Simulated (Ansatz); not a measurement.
# Quasi-harmonic thermodynamics of Rh (Rhodium, Fm-3m), part 4 of 4

Aim: the lattice, expansion, heat capacity and bulk modulus of Rhodium as it warms.

Ansatz 0.2.0; DFT LDA, scalar-relativistic, plane waves, PAW (the session's first sound run).

So far, isothermal bulk modulus at 298 K (GPa): step 6 (the quasi-harmonic study, k-mesh 21×21×21, functional LDA) 304; step 7 (k-mesh 20×20×20, q-mesh 4×4×4) 305. Also principal linear expansion coefficients at 298 K (× 1e-6/K): step 6 8.05; step 7 7.62.

The database entry behind the starting cell differs from later determinations by our own check (an axis about 0.2 % short against later determinations), so it need not match the best structure at ambient conditions.

### 8. Relaxing at another setting (continued)

Level of this step: DFT PBE, scalar-relativistic, plane waves, PAW (Ansatz).

Step by step:

| step | energy less that of the first step (eV) | largest force component (eV/Å) | pressure (GPa) | volume (Å³) |
| --- | --- | --- | --- | --- |
| 1 | 0.0000 | 0.0000 | 18.14 | 13.22 |
| 2 | -0.0267 | 0.0000 | -8.98 | 14.59 |
| 3 | -0.0428 | 0.0000 | -1.17 | 14.10 |
| 4 | -0.0431 | 0.0000 | -0.02 | 14.04 |
| 5 | -0.0431 | 0.0000 | 0.00 | 14.04 |
| 6* | -0.0437 | 0.0000 | 0.00 | 14.04 |

Relaxation steps marked * repeat the geometry before them on a plane-wave basis chosen anew for their cell, so energy and pressure can jump there.

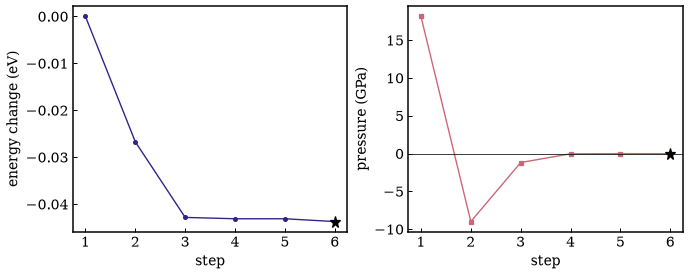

Energy and pressure along the relaxation. Stars mark steps on a basis chosen anew.

| conventional cell, symmetrised | before | after | change |
| --- | --- | --- | --- |
| a (Å) | 3.753 | 3.829 | +2.0 % |
| b (Å) | 3.753 | 3.829 | +2.0 % |
| c (Å) | 3.753 | 3.829 | +2.0 % |
| volume (Å³/atom) | 13.22 | 14.04 | +6.2 % |

Final coordinates:

```xyz
1
Lattice="0.0000 1.9147 1.9147 1.9147 0.0000 1.9147 1.9147 1.9147 0.0000" Properties=species:S:1:pos:R:3 pbc="T T T"
Rh    0.0000    0.0000    0.0000
```

Numbers from this step:

```yaml
pressure: -0.003664 GPa
volume_per_atom: 14.04 Å³
```

The residual pressure is -0.0037 GPa, small enough for phonons.

### 9. Phonons on strained cells, k-mesh 20×20×20, q-mesh 4×4×4 (run 2)

Thermal expansion follows from how the free energy of the vibrations (and of the electrons in a metal) changes with strain, so the program makes strained cells, their phonons and a fit in one run.

Contents of input.yaml:

```yaml
crystal:
  lattice:
    - [0.0, 1.9147389546, 1.9147389546]
    - [1.9147389546, 0.0, 1.9147389546]
    - [1.9147389546, 1.9147389546, 0.0]
  atoms:
    - { symbol: Rh, position: [0.0, 0.0, 0.0] }
kpoints:
  mp_grid: { grid: [20, 20, 20] }
hamiltonian:
  xc: pbe
scf:
  occupations: { method: methfessel_paxton, width: 0.2 }
output:
  eigenvalues: true
phonons:
  method: dfpt
  qmesh: [4, 4, 4]
  temperatures: { t_max: 1200.0, t_step: 50 }
  thermal_expansion: {}
```

On the command line:

```bash
ansatz run input.yaml --threads 4 --pin off --max-ram 8192MiB --backend cpu --events-out ev --progress --plain --runs-dir out
```

Numbers of over 12 decimals in the logs are rounded to 6 here.

Log:

```text
[...]
Crystal: 1 atoms, lattice volume = 14.040 Å³
Basis set: ecut = 487.2 eV, 331 PW (Γ), exchange–correlation on 40×40×40 points (8 copies of the dense FFT grid, shifted against one another)
Bands: 13, of which v1, the nominal top of the filled ones, is band 9 counted from 1 (8 counted from 0)
Symmetry: 48 space group operations
[...]
k-points: 256 of 8000
[...]
1150.00    2.74207    2.74207    2.74207    14.5788 |   13.35   13.35   13.35   40.04 |   34.32 |    32.466    29.206 |   201.42   223.90
  1200.00    2.74392    2.74392    2.74392    14.6083 |   13.64   13.64   13.64   40.91 |   34.73 |    32.927    29.420 |   198.51   222.17
[...]
vibrations' free energy: its fit passes through its cells
[...]
free energies summed between the sampled wave vectors
[...]
[key lines of the parts left out:]
SCF converged after 7 iterations
Free energy (F): -6402.891244 eV
Fermi energy:    21.798905 eV
P = ⅓ Tr σ = -0.0293 GPa (-0.293 kbar)
```

Wall time 18 min (4 threads of Arm Neoverse V1, shared host); peak memory 4.1 GiB.

Changing the level of theory (LDA → PBE) takes the volume expansion at 298 K from 22.9 to 27.9 × 10⁻⁶/K and B_T from 305 to 245 GPa.

### 10. The series together

Times are for 4 threads of Arm Neoverse V1, shared host. Results by setting:

| no. | functional | cutoff (eV) | k-mesh | q-mesh | method | pressure (GPa) | volume expansion coefficient at 298 K (1e-6/K) | C_P at 298 K (J/mol-atom/K) | isothermal bulk modulus at 298 K (GPa) | time | memory (GiB) |
| --- | --- | --- | --- | --- | --- | --- | --- | --- | --- | --- | --- |
| 1 | lda | 487.2 | 21×21×21 | 3×3×3 | dfpt | 0 | 24.14 | 24.74 | 304.2 | 9.3 min | 2.6 |
| 2 | lda | 487.2 | 20×20×20 | 4×4×4 | dfpt | 0 | 22.87 | 24.58 | 305.1 | 16 min | 4.0 |
| 3 | pbe | 487.2 | 20×20×20 | 4×4×4 | dfpt | 0 | 27.94 | 25.06 | 244.6 | 18 min | 4.1 |

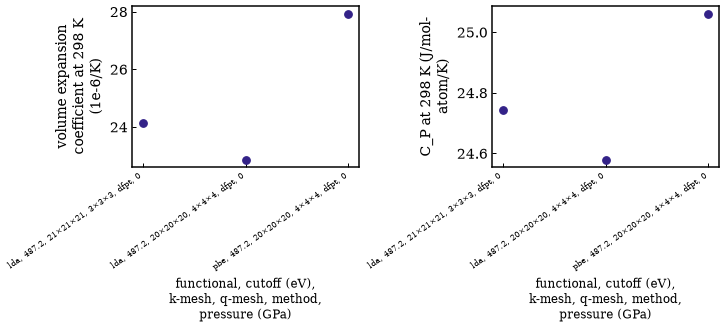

The series as plots.

The runs together, line volume. Expansion coefficient, volume against temperature; values in 1e-6/K:

| temperature (K) | lda, 487.2, 21×21×21, 3×3×3, dfpt, 0 | lda, 487.2, 20×20×20, 4×4×4, dfpt, 0 | pbe, 487.2, 20×20×20, 4×4×4, dfpt, 0 |
| --- | --- | --- | --- |
| 0 | 0 | 0 | 0 |
| 150 | 19.4 | 18.2 | 22.8 |
| 298 | 24.1 | 22.9 | 27.9 |
| 350 | 24.9 | 23.6 | 28.8 |
| 500 | 26.6 | 25.2 | 30.9 |
| 650 | 28.0 | 26.5 | 32.7 |
| 800 | 29.5 | 27.8 | 34.7 |
| 900 | 30.5 | 28.7 | 36.1 |
| 1050 | 32.2 | 30.2 | 38.4 |
| 1200 | 34.0 | 31.8 | 40.9 |

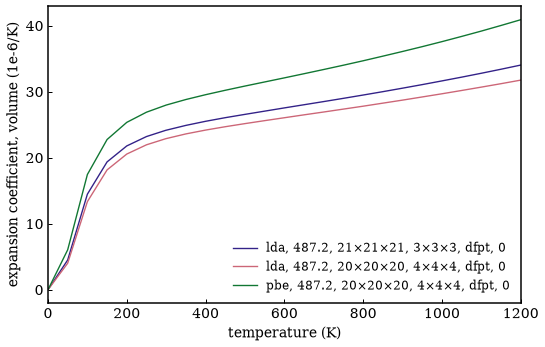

Expansion coefficient, volume, plotted against temperature.

The runs together, line C_P. The heat capacity, C_P by temperature; values in J/mol-atom/K:

| temperature (K) | lda, 487.2, 21×21×21, 3×3×3, dfpt, 0 | lda, 487.2, 20×20×20, 4×4×4, dfpt, 0 | pbe, 487.2, 20×20×20, 4×4×4, dfpt, 0 |
| --- | --- | --- | --- |
| 0 | 0 | 0 | 0 |
| 100 | 15.4 | 14.8 | 16.2 |
| 200 | 22.6 | 22.3 | 23.0 |
| 298 | 24.7 | 24.6 | 25.1 |
| 350 | 25.4 | 25.3 | 25.7 |
| 450 | 26.3 | 26.2 | 26.7 |
| 550 | 27.1 | 27.0 | 27.5 |
| 600 | 27.4 | 27.3 | 27.9 |
| 700 | 28.1 | 28.0 | 28.7 |
| 800 | 28.8 | 28.6 | 29.5 |
| 900 | 29.5 | 29.3 | 30.3 |
| 1000 | 30.3 | 30.0 | 31.1 |
| 1100 | 31.0 | 30.7 | 32.0 |
| 1200 | 31.8 | 31.5 | 32.9 |

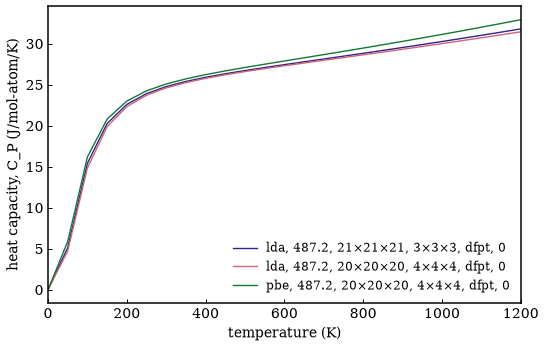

Heat capacity, C_P against temperature.

### 11. Results

| Quantity | Value |
| --- | --- |
| settings of these figures | PBE, 487.2 eV, k 20×20×20, q 4×4×4 |
| volume expansion coefficient at 298 K | 27.94 1e-6/K |
| C_P at 298 K | 25.06 J/mol-atom/K |
| entropy at 298 K | 33.27 J/mol-atom/K |
| isothermal bulk modulus at 298 K | 244.6 GPa |
| Grüneisen parameter at 298 K | 2.373 |
| volume at 298 K | 14.16 Å³/atom |
| principal linear expansion coefficients at 298 K | 9.313, 9.313, 9.313 1e-6/K |

In words: Near room temperature Rhodium expands by 27.9 × 10⁻⁶/K in volume by PBE, with C_P = 25.1 J/(mol K) per mole of atoms and B_T = 245 GPa. The q-mesh is coarse, and the expansion can converge slowly with it. C_P at room temperature is 100 % of the classical 3R an atom. In this metal the study includes the electrons' free energy, which adds a term that grows with temperature, so the heat capacities need not level off at 3R.

[Logs are printed without paths, hosts, clocks, repeated set-up lines and the standing remarks that a program may print on its own settings, such as how far it seeks lower states.]

[Hosts, paths, dates, database ids (printed as entryN), source tags and the programs' standing remarks are cut or masked in the printed files.]

[A step with changed settings may run another functional than the one named; its input shows which.]
